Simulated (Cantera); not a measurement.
Input: 1 mol Si, 0.19 mol N2O, 190 mol N2, 0.17 mol H2O, at 4.30 Pa.

Equilibrium computed with Cantera from the NASA thermochemical tables; the gas is ideal and each condensed phase is pure. Candidate condensed phases: H2O, Si, SiO2, Si2N2O, Si3N4; 35 gas species. Mutual solubility and eutectic melting of coexisting phases are not modelled. The tables' values for SiN are old estimates; treat these amounts as uncertain. Kinetics and transport are ignored.

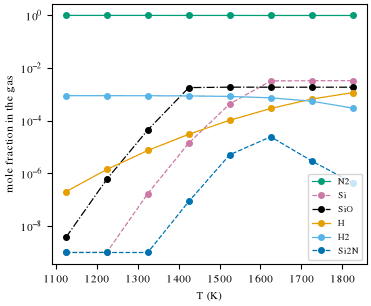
Equilibrium gas composition (values under 1e-9 drawn at 1e-9)

From 1125 K to 1425 K the condensed part is Si2N2O(s) + Si3N4(s). At 1525 K the condensed part is Si(s). From 1625 K to 1825 K nothing is condensed.
